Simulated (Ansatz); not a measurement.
# SnH3F (SnFH3): levels of theory compared

Wanted: a comparison of 6 runs (UHF/STO-3G, UB3LYP/STO-3G, wB97X/STO-3G, UMP2/STO-3G, BCCD(T)/STO-3G, CCSDT/STO-3G) of SnH3F (SnFH3). 

Program for the calculation: Ansatz 0.2.0.

50 further runs of the same task are left out: 7 that didn't finish, 43 set aside as unsound or not needed.

**1. The structure to begin with**

SnH3F: 5 atoms, total charge 0, spin state singlet. SMILES: `[H][Sn]([H])([H])[F]`. The H4–Sn1 distance was set to 4.154 Å, away from the relaxed value. At this shape a bond of the SMILES string is far longer than usual.

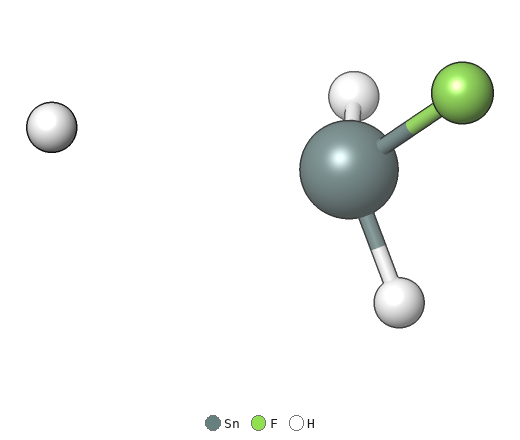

Viewed from a chosen angle; tin teal, fluorine green, hydrogen white.

**2. The energy at UHF/STO-3G (run 1)**

Contents of run.yaml:

```yaml
crystal:
  periodic: [false, false, false]
  atoms:
    - {symbol: Sn, position_ang: [1.220129, -2.106603, 0.351386]}
    - {symbol: F, position_ang: [1.234459, -2.128293, 2.275656]}
    - {symbol: H, position_ang: [2.841949, -2.098053, -0.019864]}
    - {symbol: H, position_ang: [-0.817750, 1.408460, -0.512480]}
    - {symbol: H, position_ang: [0.412089, -3.511603, -0.021434]}
basis:
  gaussian:
    orbitals: STO-3G
magnetization:
  spin_polarized: true
  initial_magnetization: 0
accuracy: high
hamiltonian:
  xc: hf
```

Run with:

```sh
ansatz run run.yaml --threads 1 --pin off --max-ram 2610MiB --events-out events.jsonl --progress --plain --runs-dir runs
```

Log:

```text
Warning: RAYON_NUM_THREADS=1 ignored (pool sized by the plan → 1); use --threads N
Functional definition: HF
  name "HF"
  exchange = exact_x
  correlation = 0
629 factors; integrals over basis functions are off by at most 4.9e-9 eV
mean field evaluation 1: about -164968.5577 eV, gradient 1.3e1 eV
mean field evaluation 2: about -164968.5796 eV, gradient 1.3e1 eV
mean field evaluation 4: about -164970.8419 eV, gradient 5.1e0 eV
mean field evaluation 8: about -164975.1240 eV, gradient 1.7e-1 eV
mean field evaluation 16: about -164975.1198 eV, gradient 7.7e-4 eV
mean field evaluation 32: about -164980.5178 eV, gradient 3.3e-4 eV
mean field evaluation 64: about -164975.4512 eV, gradient 5.3e0 eV
mean field evaluation 96: about -164974.6734 eV, gradient 9.9e0 eV
mean field evaluation 128: about -164975.1188 eV, gradient 2.3e-1 eV
mean field -164980.51784251 eV, -6062.9222029010 hartree, gradient 4.1e-8 eV, S^2 1.002078; 4 other end points of the search recorded, 0 dependent functions left out
reference -164980.51784251 eV, -6062.9222029010 hartree; 31, 31 occupied and 4, 4 virtual orbitals, 629 factors
Total energy: -164980.51784251 eV, -6062.9222029010 hartree
```

Wall time 2.9 s (1 thread of Arm Neoverse N1, shared host); peak memory 0.11 GiB.

**3. A single-point energy at UB3LYP/STO-3G (run 2)**

Changes to run.yaml since step 2:

```diff
@@ -9,9 +9,5 @@
 basis:
-  gaussian:
-    orbitals: STO-3G
-magnetization:
-  spin_polarized: true
-  initial_magnetization: 0
+  gaussian: {orbitals: STO-3G}
+magnetization: {spin_polarized: true, initial_magnetization: 0}
+hamiltonian: {xc: {name: B3LYP}}
 accuracy: high
-hamiltonian:
-  xc: hf
```

Run with:

```sh
ansatz run run.yaml --threads 1 --pin off --max-ram 2610MiB --events-out events.jsonl --progress --plain --runs-dir runs
```

Log:

```text
Warning: RAYON_NUM_THREADS=1 ignored (pool sized by the plan → 1); use --threads N
Functional definition: B3LYP
  name "B3LYP"
  parameter a0 = 0.2
  parameter ax = 0.72
  parameter ac = 0.81
  exchange = (1 - a0 - ax)*slater_x + ax*b88_x + a0*exact_x
  correlation = (1 - ac)*vwn_rpa_c + ac*lyp_c
629 factors; integrals over basis functions are off by at most 4.9e-9 eV
mean field evaluation 1: about -165035.3554 eV, gradient 1.3e1 eV
mean field evaluation 2: about -165030.4753 eV, gradient 1.9e1 eV
mean field evaluation 4: about -165036.0103 eV, gradient 1.2e1 eV
mean field evaluation 8: about -165037.3311 eV, gradient 8.2e0 eV
mean field evaluation 16: about -165045.9777 eV, gradient 8.9e-2 eV
mean field evaluation 32: about -165045.9778 eV, gradient 1.7e-3 eV
mean field -165045.97781442 eV, -6065.3278124980 hartree, gradient 2.7e-8 eV, S^2 0.996957; 2 other end points of the search recorded, 0 dependent functions left out
reference -165045.97784473 eV, -6065.3278136119 hartree; 31, 31 occupied and 4, 4 virtual orbitals, 629 factors
Total energy: -165045.97784473 eV, -6065.3278136119 hartree
```

It took 9.9 s on 1 thread of Arm Neoverse N1, shared host; peak memory 0.17 GiB.

Runs 3 to 5 aren't shown in full; the table further down has their settings and results.

**4. The energy at CCSDT/STO-3G (run 6)**

Contents of run.yaml:

```yaml
crystal:
  periodic: [false, false, false]
  atoms:
    - symbol: Sn
      position_ang: [1.220129, -2.106603, 0.351386]
    - symbol: F
      position_ang: [1.234459, -2.128293, 2.275656]
    - symbol: H
      position_ang: [2.841949, -2.098053, -0.019864]
    - symbol: H
      position_ang: [-0.817750, 1.408460, -0.512480]
    - symbol: H
      position_ang: [0.412089, -3.511603, -0.021434]
basis:
  gaussian:
    orbitals: STO-3G
correlation:
  method: ccsdt
  frozen_orbitals: {F: 1, H: 0, Sn: 18}
accuracy: high
scf:
  omitted_lower_state_checks: [cluster_reference, increment]
```

Run with:

```sh
ansatz run run.yaml --threads 1 --pin off --max-ram 2610MiB --events-out events.jsonl --progress --plain --runs-dir runs
```

Log:

```text
Warning: RAYON_NUM_THREADS=1 ignored (pool sized by the plan → 1); use --threads N
[... 12 lines left out ...]
19 core orbitals not correlated: weight in the atoms' cores, before any rotation towards them, 1.000 or more for the frozen orbitals, at most 0.000 for the correlated occupied ones
[... 38 lines left out ...]
WARN: these amplitudes may be one of several solutions (largest doubles amplitude 0.95, level shift 12.80 eV)
Total energy: -164982.33634773 eV, -6062.9890317349 hartree
Checks for a lower state left out: cluster_reference, increment
```

Run time: 2.3 s. Hardware: 1 thread of Arm Neoverse N1, shared host.

**5. All runs side by side**

| run | level | frozen core orbitals | energy (Eh) | wall time |
| --- | --- | --- | --- | --- |
| 1 | UHF/STO-3G | – | -6062.922203 | 2.9 s |
| 2 | UB3LYP/STO-3G | – | -6065.327814 | 9.9 s |
| 3 | wB97X/STO-3G | – | -6065.359520 | 13 s |
| 4 | UMP2/STO-3G | 19 | -6062.967157 | 2.8 s |
| 5 | BCCD(T)/STO-3G | 19 | -6062.991746 | 1.5 s |
| 6 | CCSDT/STO-3G | 19 | -6062.989032 | 2.3 s |

**6. What came out**

```
                                           quantity           value
                                run 6: total energy  -6062.98903 Eh
run 6: correlation energy (19 core orbitals frozen)      -265.2 mEh
                               run 6: T1 diagnostic           0.031
```

**Reading.** Below the UHF energy at the same shape and in the same basis (STO-3G): UMP2 -45.0 mEh; BCCD(T) -69.5 mEh; CCSDT -66.8 mEh. Some of these start from another determinant than that one, so these aren't their correlation energies. Totals of different functionals can't be ranked against each other. In runs 5, 6 the log says that unrestricted orbitals would lower the reference, so the values rest on an unstable closed-shell determinant (other closed-shell runs at this shape may share the fault). In runs 1, 2, 3, 4, 5, 6 the basis is minimal, so the values are rough. In run 3 a closed-shell determinant meets a far-stretched bond, which it describes badly. In runs 1, 2, 3, 4, 5, 6 relativity is left out where basis or elements ask for it. Spin contamination of the reference: run 1 ⟨S²⟩ = 1.00, run 4 ⟨S²⟩ = 1.00, run 2 ⟨S²⟩ = 1.00. Where it is this large, the reference is a mixture of spin states, and values that rest on it are in doubt. All runs together took 33 s, the longest 13 s.
